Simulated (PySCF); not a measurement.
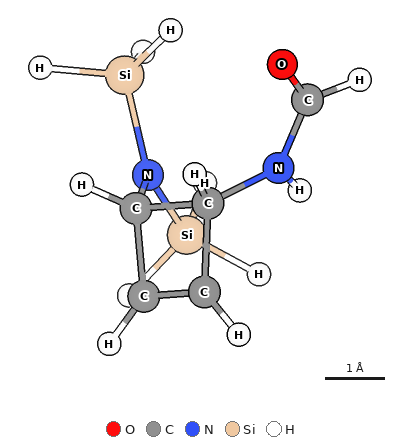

*The structure (ball-and-stick view, seen at a tilt).*

Bond lengths as drawn: C–C 1.33 to 1.58 Å, C–H 1.07 to 1.11 Å, C–N 1.35 to 1.43 Å, C–O 1.21 Å, H–N 1.01 Å, H–Si 1.46 to 1.47 Å and N–Si 1.74 to 1.75 Å.

NMR shielding calculation of C5H12N2OSi2

The run: NMR shielding calculation of C5H12N2OSi2. Method and program: GIAO PBE0/pcSseg-1 NMR shielding, non-relativistic, gas phase (PySCF 2.14.0).

The geometry comes from this level: GFN2-xTB. It belongs to a series of runs on one base structure; here: H on C replaced by N(SiH3)2. Figures and captions count atoms from 1; the log counts them from 0 in places.

**Log**
```
coarse grid: 19328 points
cycle   1  E = -960.4615788951  dE =  1.590e+00  |g| = 8.810e-01  |ddm| = 4.405e+00
cycle   2  E = -959.9162777865  dE =  5.453e-01  |g| = 1.856e+00  |ddm| = 2.487e+00
cycle   3  E = -960.6095961422  dE = -6.933e-01  |g| = 2.159e-01  |ddm| = 1.929e+00
cycle   4  E = -960.6170649651  dE = -7.469e-03  |g| = 1.148e-01  |ddm| = 2.598e-01
cycle   5  E = -960.6196540893  dE = -2.589e-03  |g| = 2.658e-02  |ddm| = 1.101e-01
cycle   6  E = -960.6198061608  dE = -1.521e-04  |g| = 6.638e-03  |ddm| = 3.155e-02
cycle   7  E = -960.6198152738  dE = -9.113e-06  |g| = 2.055e-03  |ddm| = 7.371e-03
final grid: 177552 points
cycle   8  E = -960.6859046927  dE = -2.549e-05  |g| = 1.378e-02  |ddm| = 4.881e-02
cycle   9  E = -960.6857970763  dE =  1.076e-04  |g| = 2.715e-02  |ddm| = 3.121e-02
cycle  10  E = -960.6859425879  dE = -1.455e-04  |g| = 2.295e-03  |ddm| = 2.131e-02
cycle  11  E = -960.6859437273  dE = -1.139e-06  |g| = 3.517e-04  |ddm| = 2.305e-03
cycle  12  E = -960.6859437516  dE = -2.431e-08  |g| = 1.525e-04  |ddm| = 5.023e-04
cycle  13  E = -960.6859437564  dE = -4.768e-09  |g| = 4.251e-05  |ddm| = 1.665e-04
cycle  14  E = -960.6859437567  dE = -3.402e-10  |g| = 1.791e-05  |ddm| = 5.896e-05
```

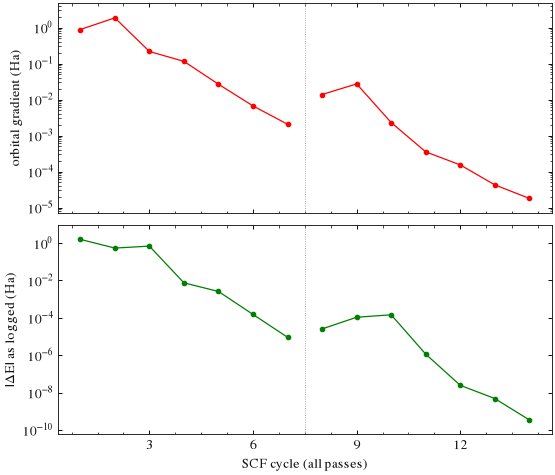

*Convergence of the self-consistent field: orbital gradient and size of the energy change against the SCF cycle. The dotted line marks the change from a coarse to the final integration grid.*

The first 7 cycles use a coarse grid, the final grid takes over at cycle 8, and the field converges after 14 cycles in all.

```
converged SCF energy = -960.6859437567

GIAO shielding tensors (ppm)
atom      isotropic    diamagn.    paramagn.     s11        s22        s33       span
  0 O      -80.512     401.049    -481.561   -392.937   -198.954    350.355    743.293
  1 C       25.401     244.255    -218.854    -72.086     52.992     95.298    167.384
  2 N      127.360     328.592    -201.232     14.514    154.577    212.990    198.477
  3 C      131.257     248.646    -117.389    102.492    139.056    152.222     49.731
  4 C       32.616     254.611    -221.994    -79.525     32.200    145.175    224.700
  5 C       36.631     257.148    -220.517    -73.748     33.308    150.334    224.081
  6 C      121.648     244.051    -122.404    101.408    125.984    137.550     36.142
  7 N      259.241     330.140     -70.899    236.430    246.082    295.212     58.782
  8 Si     405.877     881.013    -475.135    368.996    381.019    467.617     98.622
  9 Si     396.503     881.658    -485.155    353.741    366.279    469.489    115.748
 10 H       23.406      26.594      -3.188     19.755     23.018     27.446      7.691
 11 H       26.713      35.797      -9.085     22.508     28.176     29.454      6.947
 12 H       26.144      32.887      -6.742     22.161     26.510     29.763      7.602
 13 H       25.142      32.217      -7.075     23.689     24.635     27.103      3.414
 14 H       24.866      33.051      -8.185     22.901     24.880     26.817      3.916
 15 H       27.389      32.424      -5.036     23.494     27.285     31.387      7.893
 16 H       26.790      30.777      -3.986     22.764     26.217     31.390      8.626
 17 H       26.979      29.908      -2.929     23.063     24.404     33.471     10.408
 18 H       27.049      30.676      -3.627     23.659     25.630     31.858      8.199
 19 H       27.199      31.464      -4.265     22.071     27.792     31.734      9.663
 20 H       27.102      30.019      -2.917     23.197     24.975     33.134      9.937
 21 H       27.038      30.677      -3.639     23.435     25.660     32.018      8.583
```

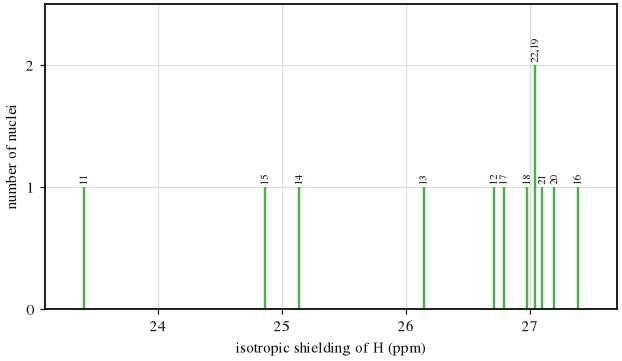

*Isotropic shieldings of the hydrogen nuclei in this fixed geometry, labelled by atom number; shielding grows to the right, so chemical shift grows to the left.*

The least shielded is H11 (23.4 ppm), the most shielded H16 (27.4 ppm).

This output came from the following input.

**Input**
```
{"job": {"kind": "nmr", "xc": "PBE0", "basis": "pcSseg-1"}, "charge": 0, "multiplicity": 1}
O      1.854584     1.259986     2.580879
C      1.836960     1.506719     1.401379
N      1.539697     0.632104     0.421871
C      1.079918    -0.698599     0.694124
C      1.495504    -1.774033    -0.275779
C      0.255643    -2.060981    -0.660290
C     -0.394781    -1.036325     0.231971
N     -1.134182     0.034362    -0.372404
Si    -1.010229     0.253314    -2.089167
Si    -2.015161     1.021255     0.765809
H      2.100274     2.501757     0.995637
H      1.457009     0.950727    -0.530404
H      1.285138    -0.901441     1.748217
H      2.467091    -2.166564    -0.515737
H     -0.173142    -2.785564    -1.327070
H     -0.982699    -1.481247     1.042540
H      0.401520     0.307495    -2.506027
H     -1.660733    -0.860116    -2.784362
H     -1.657881     1.525320    -2.381871
H     -1.101556     1.576413     1.763887
H     -2.998149     0.149585     1.418903
H     -2.655236     2.065219    -0.023738
```

The first line tells a small driver script what to run in PySCF; the rest is the geometry in Å.

Launch command:
```bash
OMP_NUM_THREADS=1 python <driver script> task.json out
```

**Key numbers**

| quantity | value |
| --- | --- |
| outcome | converged |
| total energy | −960.685944 hartree |
| HOMO | −6.91 eV |
| LUMO | −0.67 eV |
| dipole moment | 3.40 D |
| isotropic shielding, O | −80.5 ppm |
| isotropic shielding, C | 25.4 to 131.3 ppm |
| isotropic shielding, N | 127.4 to 259.2 ppm |
| isotropic shielding, Si | 396.5 to 405.9 ppm |
| isotropic shielding, H | 23.4 to 27.4 ppm |
| hardware | 1 CPU thread, shared host |
| wall time | 2.8 min |
| peak memory | 1.1 GiB |
